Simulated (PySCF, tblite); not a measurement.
**C6H10BO radical: geometry, infrared bands and EPR parameters**

Wanted: the infrared bands and EPR parameters of C6H10BO radical (`[CH2]BC1=COC1(C)C`), by calculation.

Programs: tblite 0.8.0 and PySCF 2.14.0, with density-fitted response routines of our own. Each step states its level of theory. These are calculated values for one molecule in the gas phase, unless marked as measured. Atoms are numbered from 0 throughout.

### 1 The starting structure

18 atoms, charge 0, multiplicity 2; geometry from: force field or distance geometry start.

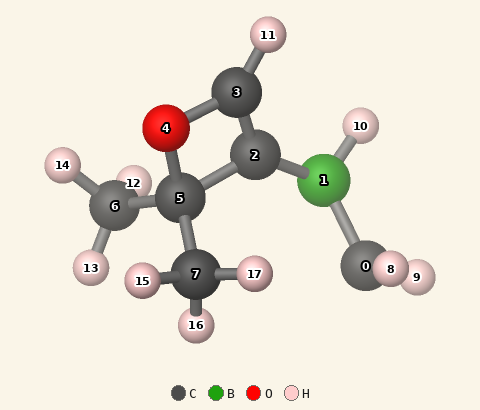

The starting geometry (carbon dark grey, boron green, oxygen red, hydrogen pink), atoms numbered.

### 2 Optimising the geometry with GFN2-xTB

What the job is given:

```
{"job": {"kind": "relax", "xc": "GFN2-xTB", "basis": "xTB"}, "charge": 0, "multiplicity": 2}
C      2.189800    -0.734000    -1.385000
B      1.718600     0.670500    -0.805700
C      0.501500     0.621500     0.186700
C      0.194800     1.042500     1.390500
O     -1.086700     0.523700     1.335500
C     -0.858600     0.051500     0.018300
C     -1.765700     0.766600    -0.949300
C     -0.880700    -1.455500    -0.101800
H      2.418500    -1.455800    -0.574000
H      3.106600    -0.641400    -1.996100
H      2.494600     1.540400    -0.599700
H      0.779900     1.575200     2.155700
H     -1.256100     1.571600    -1.489100
H     -2.252600     0.073500    -1.647500
H     -2.582100     1.245600    -0.327500
H     -1.863500    -1.774700     0.332800
H     -0.850800    -1.673400    -1.204600
H     -0.016300    -1.941500     0.384300
```

The run is started by

```console
OMP_NUM_THREADS=1 python probes_run.py task.json out
```

One launch serves the whole session: the jobs run in the order shown.

The log of the run:

```text
step      E/eV     max force
  0    -627.73523    5.095
  1    -628.19368    2.709
  2    -628.43068    1.289
  3    -628.57769    1.042
  4    -628.68345    0.701
  5    -628.74709    0.767
  6    -628.79118    0.604
  7    -628.82618    0.517
  8    -628.85020    0.369
  9    -628.86298    0.259
 10    -628.87225    0.221
 11    -628.88002    0.274
 12    -628.88618    0.193
 13    -628.89133    0.194
 14    -628.89683    0.213
 15    -628.90354    0.305
 16    -628.91112    0.312
 17    -628.91776    0.214
 18    -628.92253    0.143
 19    -628.92593    0.173
 20    -628.92925    0.194
 21    -628.93337    0.241
 22    -628.93947    0.218
 23    -628.94696    0.205
 24    -628.95522    0.255
 25    -628.96345    0.228
 26    -628.97069    0.208
 27    -628.97538    0.249
 28    -628.97956    0.247
 29    -628.98459    0.189
 30    -628.99441    0.295
 31    -629.00042    0.239
 32    -629.00752    0.190
 33    -629.01417    0.184
 34    -629.01853    0.194
 35    -629.02315    0.293
 36    -629.02806    0.196
 37    -629.03153    0.135
 38    -629.03705    0.190
 39    -629.04094    0.249
 40    -629.04776    0.258
 41    -629.05309    0.206
 42    -629.05989    0.254
 43    -629.06786    0.256
 44    -629.06784    0.562
 45    -629.08163    0.256
 46    -629.09009    0.244
 47    -629.10666    0.289
 48    -629.11760    0.207
 49    -629.12866    0.214
 50    -629.13612    0.271
 51    -629.14381    0.226
 52    -629.15068    0.209
 53    -629.15465    0.242
 54    -629.15730    0.125
 55    -629.16046    0.146
 56    -629.16529    0.244
 57    -629.16946    0.142
 58    -629.17196    0.137
 59    -629.17297    0.261
 60    -629.17512    0.113
 61    -629.17681    0.095
 62    -629.17932    0.114
 63    -629.18105    0.084
 64    -629.18252    0.073
 65    -629.18352    0.073
 66    -629.18422    0.062
 67    -629.18474    0.055
 68    -629.18528    0.064
 69    -629.18591    0.060
 70    -629.18664    0.082
 71    -629.18751    0.091
 72    -629.18857    0.089
 73    -629.18965    0.083
 74    -629.19045    0.074
 75    -629.19110    0.058
 76    -629.19185    0.058
 77    -629.19265    0.066
 78    -629.19345    0.067
 79    -629.19418    0.074
 80    -629.19492    0.069
 81    -629.19580    0.066
 82    -629.19681    0.065
 83    -629.19768    0.055
 84    -629.19828    0.055
 85    -629.19871    0.046
 86    -629.19904    0.042
 87    -629.19932    0.038
 88    -629.19956    0.038
 89    -629.19972    0.028
 90    -629.19985    0.032
 91    -629.20000    0.038
 92    -629.20018    0.048
 93    -629.20038    0.043
 94    -629.20057    0.042
 95    -629.20073    0.029
 96    -629.20086    0.019
 97    -629.20097    0.020
 98    -629.20106    0.022
 99    -629.20114    0.023
100    -629.20124    0.023
101    -629.20135    0.021
102    -629.20145    0.020
103    -629.20152    0.020
104    -629.20159    0.026
105    -629.20170    0.036
106    -629.20185    0.040
107    -629.20203    0.035
108    -629.20221    0.033
109    -629.20237    0.028
110    -629.20252    0.032
111    -629.20269    0.034
112    -629.20287    0.030
113    -629.20303    0.035
114    -629.20312    0.027
115    -629.20320    0.021
116    -629.20324    0.011
117    -629.20326    0.010
```

Run time: 0.8 s. Hardware: 1 thread of Arm Neoverse V2, shared host.

The steps of the relaxation: (not every step is listed)

| step | energy from step 0 (eV) | largest force (eV/Å) |
| --- | --- | --- |
| 0 | 0.0000 | 5.0946 |
| 1 | -0.4584 | 2.7092 |
| 2 | -0.6955 | 1.2887 |
| 3 | -0.8425 | 1.0417 |
| 4 | -0.9482 | 0.7014 |
| 5 | -1.0119 | 0.7674 |
| 6 | -1.0560 | 0.6039 |
| 7 | -1.0910 | 0.5166 |
| 8 | -1.1150 | 0.3686 |
| 18 | -1.1873 | 0.1433 |
| 28 | -1.2443 | 0.2470 |
| 38 | -1.3018 | 0.1904 |
| 48 | -1.3824 | 0.2074 |
| 58 | -1.4367 | 0.1370 |
| 68 | -1.4501 | 0.0641 |
| 78 | -1.4582 | 0.0666 |
| 88 | -1.4643 | 0.0377 |
| 98 | -1.4658 | 0.0216 |
| 108 | -1.4670 | 0.0327 |
| 112 | -1.4676 | 0.0303 |
| 113 | -1.4678 | 0.0354 |
| 114 | -1.4679 | 0.0270 |
| 115 | -1.4680 | 0.0213 |
| 116 | -1.4680 | 0.0110 |
| 117 | -1.4680 | 0.0097 |

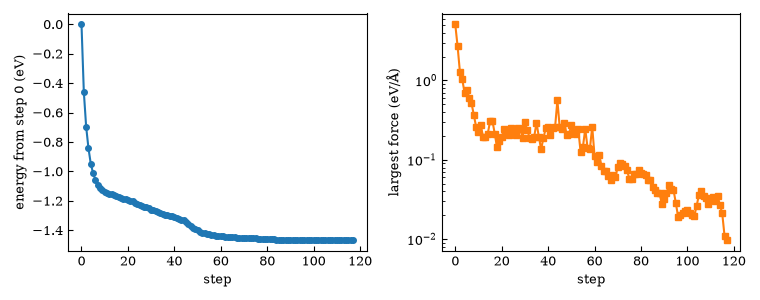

Energy and force, step by step.

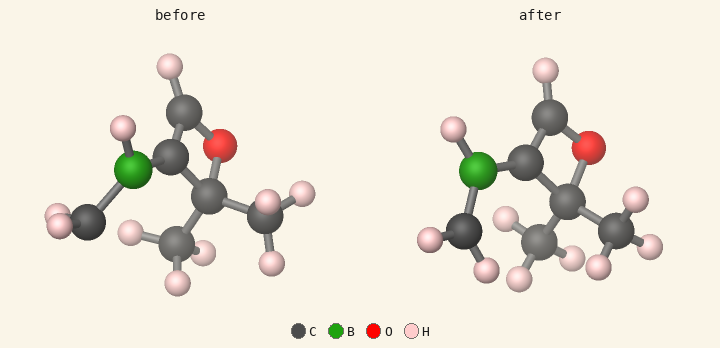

The geometry before (left) and after (right).

Close pairs (by a distance rule), those that changed most:

| bond | before (Å) | after (Å) | change (Å) |
| --- | --- | --- | --- |
| C0–B1 | 1.591 | 1.501 | -0.090 |
| O4–C5 | 1.418 | 1.477 | +0.059 |
| C2–C3 | 1.312 | 1.361 | +0.050 |
| B1–C2 | 1.571 | 1.522 | -0.049 |
| C2–C5 | 1.484 | 1.531 | +0.047 |
| C6–H14 | 1.133 | 1.088 | -0.045 |
| C7–H16 | 1.125 | 1.086 | -0.038 |
| C7–H15 | 1.121 | 1.088 | -0.033 |

The next job starts from the end point, and lists it.

### 3 Vibrational analysis with GFN2-xTB

What the job is given:

```
{"job": {"kind": "ir", "xc": "GFN2-xTB", "basis": "xTB"}, "charge": 0, "multiplicity": 2}
C      2.082496    -0.364726    -1.708596
B      1.985343     0.452593    -0.453599
C      0.653239     0.571426     0.272597
C      0.175363     1.177309     1.394138
O     -1.114921     0.773285     1.329255
C     -0.772959     0.045494     0.090565
C     -1.548763     0.599626    -1.087485
C     -0.958187    -1.446995     0.278154
H      1.243987    -0.867332    -2.166998
H      3.004172    -0.511665    -2.250632
H      2.919823     1.005689    -0.006389
H      0.537998     1.802031     2.190711
H     -1.406339     1.675630    -1.155612
H     -1.195785     0.140169    -2.006415
H     -2.609754     0.391014    -0.966949
H     -2.012230    -1.678174     0.415741
H     -0.586341    -1.972909    -0.596389
H     -0.405900    -1.786146     1.151486
```

The log of the run:

```text
mode    cm-1     km/mol
  1      84.1      0.35
  2     106.3      0.21
  3     127.5      0.10
  4     155.5      0.58
  5     172.4      2.94
  6     186.1      0.42
  7     225.3      2.54
  8     308.9      1.89
  9     342.4      2.86
 10     357.0      3.47
 11     432.0      0.31
 12     613.1      7.71
 13     640.9      4.78
 14     670.4     19.95
 15     708.9      0.41
 16     777.8     72.47
 17     815.6      3.89
 18     829.0      9.75
 19     868.7     24.94
 20     962.7      2.06
 21     990.3      4.83
 22     996.9      0.03
 23    1030.3     10.95
 24    1062.4    149.30
 25    1098.7      7.78
 26    1159.2      2.74
 27    1222.8     38.09
 28    1223.2     62.76
 29    1257.1     63.81
 30    1309.0    177.79
 31    1389.4     10.77
 32    1402.1      6.10
 33    1444.7      8.93
 34    1465.2      2.09
 35    1476.7      0.90
 36    1477.4      3.28
 37    1489.1      6.13
 38    1582.7    204.84
 39    2600.5    199.98
 40    3028.7      1.19
 41    3033.0     44.76
 42    3041.6     25.00
 43    3042.3      9.02
 44    3048.7      3.77
 45    3053.1     21.23
 46    3076.7     36.92
 47    3099.7     53.66
 48    3116.6     34.63
```

Run time: 0.6 s. Hardware: 1 thread of Arm Neoverse V2, shared host.

Which atoms move in the most intense modes:

| cm⁻¹ | km/mol | atoms |
| --- | --- | --- |
| 778 | 72.5 | H9 24 %, C0 21 %, H8 19 %, B1 18 % |
| 1062 | 149.3 | H11 45 %, O4 17 %, C3 10 % |
| 1223 | 62.8 | C3 22 %, B1 21 %, C5 16 % |
| 1257 | 63.8 | C5 36 %, B1 16 % |
| 1309 | 177.8 | C3 30 %, C5 21 %, O4 13 %, C2 13 % |
| 1583 | 204.8 | C2 58 %, C3 30 % |
| 2600 | 200.0 | H10 92 % |
| 3100 | 53.7 | H9 64 %, H8 26 % |

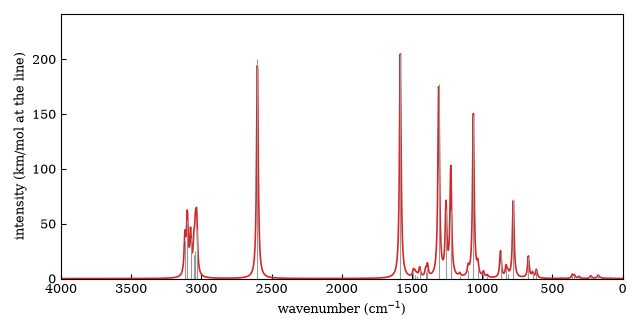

The infrared spectrum from these modes, unscaled. Lines are broadened to a width of 14 cm⁻¹ (Lorentzian).

### 4 EPR parameters: B3LYP/pcH-1

The job, as its differences from that of step 3:

```diff
@@ -1,2 +1,2 @@
-{"job": {"kind": "ir", "xc": "GFN2-xTB", "basis": "xTB"}, "charge": 0, "multiplicity": 2}
+{"job": {"kind": "epr", "basis": "pcH-1"}, "charge": 0, "multiplicity": 2}
 C      2.082496    -0.364726    -1.708596
```

Method: UKS B3LYP, pcH-1 on B C H O, non-relativistic, mean-field spin-orbit, GIAO.

The log of the run:

```text
UKS, coarse grid
  cycle   1  E = -334.54353548  |g| = 5.09e-01
  cycle   2  E = -334.42389077  |g| = 7.58e-01
  cycle   3  E = -334.66125520  |g| = 1.01e-01
  cycle   4  E = -334.66584388  |g| = 3.73e-02
  cycle   5  E = -334.66653454  |g| = 1.37e-02
  cycle   6  E = -334.66662700  |g| = 7.84e-03
  cycle   7  E = -334.66666374  |g| = 4.18e-03
  cycle   8  E = -334.66667566  |g| = 1.36e-03
  cycle   9  E = -334.66667675  |g| = 6.48e-04
UKS, final grid
  cycle   1  E = -334.66664891  |g| = 1.02e-03
  cycle   2  E = -334.66664785  |g| = 1.78e-03
  cycle   3  E = -334.66664945  |g| = 2.28e-04
  cycle   4  E = -334.66664947  |g| = 5.73e-05
  cycle   5  E = -334.66664947  |g| = 2.59e-05
E = -334.66664947 Eh   <S^2> = 0.7623 (exact 0.7500)
g shifts (ppm)      1          2          3
  rmc          -143       -143       -143
  gc              4         39         31
  oz_so           1        680       1250
  total        -137        576       1138
hyperfine (MHz)  atom isotope    a_iso     a_fc   dipolar eigenvalues
    0   13C      54.40      54.40    -62.35    -61.52    123.87
    1   11B     -17.47     -17.47     -6.55      1.07      5.48
    2   13C      -2.44      -2.44     -2.18      0.38      1.80
    3   13C       9.34       9.34    -12.79    -12.33     25.12
    4   17O      -7.90      -7.90    -26.73     12.98     13.75
    5   13C      -0.91      -0.91     -0.64      0.16      0.48
    6   13C      -2.68      -2.68     -0.33     -0.08      0.41
    7   13C      -2.69      -2.69     -0.35     -0.08      0.43
    8    1H     -47.01     -47.01    -29.91     -1.15     31.06
    9    1H     -47.39     -47.39    -29.96     -1.22     31.18
   10    1H      -2.69      -2.69     -5.16     -3.27      8.44
   11    1H     -10.56     -10.56     -5.86     -1.26      7.12
   12    1H      -0.08      -0.08     -1.58      0.13      1.45
   13    1H      -0.31      -0.31     -1.75     -1.21      2.96
   14    1H      -0.58      -0.58     -0.94     -0.16      1.11
   15    1H      -0.69      -0.69     -0.96     -0.15      1.12
   16    1H      -0.34      -0.34     -1.85     -1.25      3.10
   17    1H      -0.09      -0.09     -1.62      0.13      1.48
```

Run time: 82 s. Hardware: 1 thread of Arm Neoverse V2, shared host; peak memory 0.96 GiB.

Principal g values 2.00218, 2.00290, 2.00346; g(iso) = 2.00284, against 2.00232 for a free electron.

Mean a(iso) over the nuclei that a row names, and the largest dipolar term of the row (other rows stand at the frozen geometry):

| nuclei | isotope | a(iso) (MHz) | a(iso) (G, at g = 2.0023) | largest dipolar term (MHz) |
| --- | --- | --- | --- | --- |
| C0 | 13C | 54.4 | 19.4 | 123.9 |
| H8, H9 | 1H | -47.2 | -16.8 | 31.2 |
| B1 | 11B | -17.5 | -6.2 | -6.5 |
| H11 | 1H | -10.6 | -3.8 | 7.1 |
| C3 | 13C | 9.3 | 3.3 | 25.1 |
| O4 | 17O | -7.9 | -2.8 | -26.7 |
| H10 | 1H | -2.7 | -1.0 | 8.4 |
| C6, C7 | 13C | -2.7 | -1.0 | 0.4 |
| C2 | 13C | -2.4 | -0.9 | -2.2 |
| C5 | 13C | -0.9 | -0.3 | -0.6 |
| H12, H13, H14, H15, H16, H17 | 1H | -0.3 | -0.1 | 3.1 |

Mulliken spin populations:

C0 0.86; B1 0.05; C2 -0.03; C3 0.14; O4 0.07; C5 0.00; C6 0.00; C7 0.00; H8 -0.04; H9 -0.03; H10 0.00; H11 -0.01; H12 0.00; H13 0.00; H14 0.00; H15 0.00; H16 0.00; H17 0.00

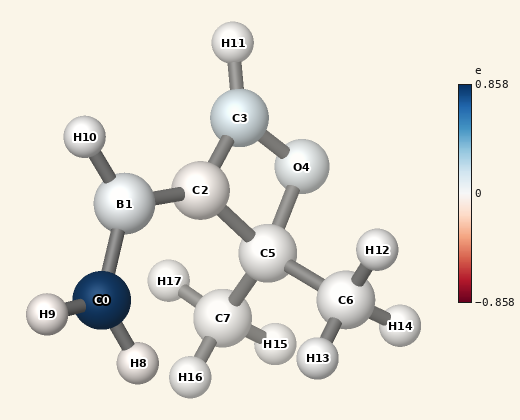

Mulliken spin populations, as colours on the atoms.

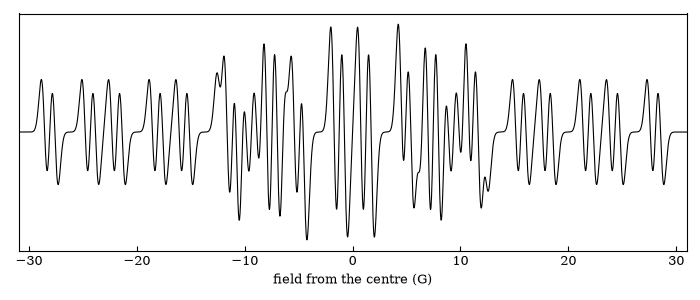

First-order isotropic spectrum (first derivative, main isotopes with spin only, couplings over 0.8 MHz, Gaussian width 0.3 G; couplings of the frozen geometry, rotation of groups not averaged beyond the rows shown).

The fields below are evaluated on a grid from the run's orbitals.

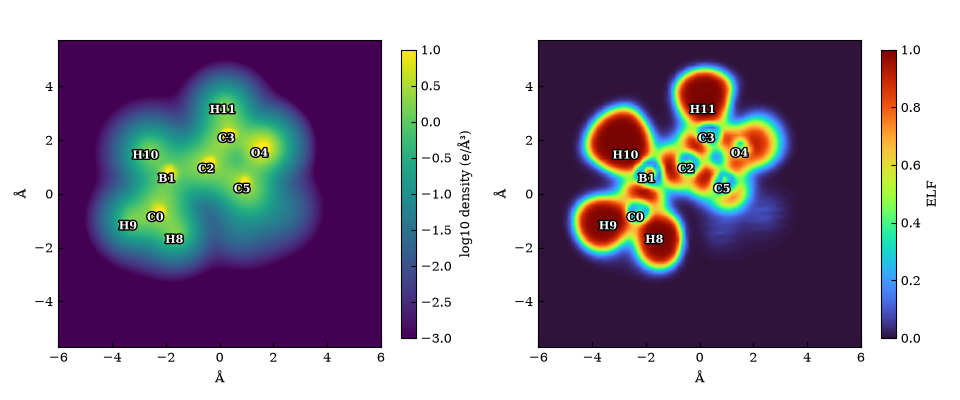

Density (left) and ELF (right) in a plane through or near 10 of the atoms.

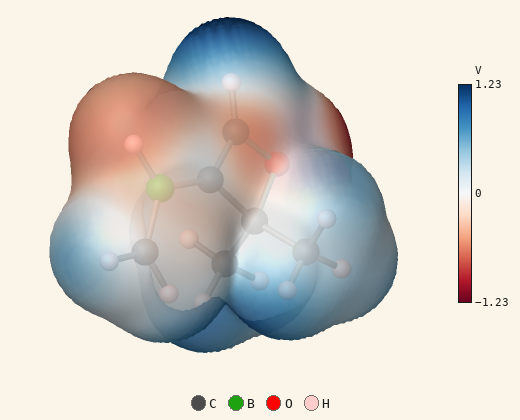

The potential that a unit positive charge feels on the 0.002 e/bohr³ surface, from -1.05 V near O4 to 1.23 V near H11.

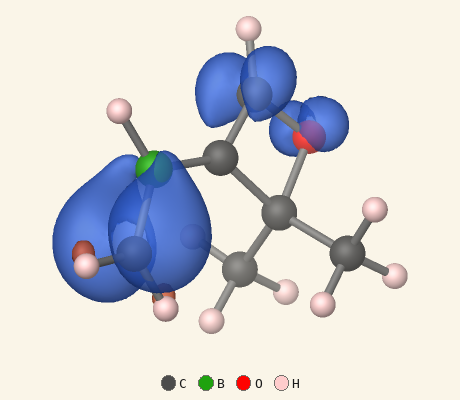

Spin density at ±0.03 e/Å³ (alpha excess blue, beta excess red).

### 5 Summary of results

| quantity | value |
| --- | --- |
| strongest single infrared mode (GFN2-xTB) | 1583 cm⁻¹, 205 km/mol |
| zero-point energy (GFN2-xTB) | 89.5 kcal/mol |
| g(iso) (B3LYP) | 2.00284 |
| ⟨S²⟩ | 0.762 (exact 0.75) |
| largest a(iso) (averaged by class) | 13C on C0, 54.4 MHz |
| surface potential, least and greatest | -1.05 V and 1.23 V |

What this shows: Relaxing lowered the energy by 1.468 eV in 117 steps; the close pair that moved most is C0–B1, from 1.591 to 1.501 Å. No mode is imaginary among the 48: a minimum at this level. The strongest single mode, at 1583 cm⁻¹, moves mainly C2 and C3. Unscaled tight-binding wavenumbers are off by several per cent, some by more. Its intensities can rank the bands wrongly. Most of the unpaired spin sits on C0 (0.86 e). The isotropic g lies 0.5 ppt above the free-electron value.
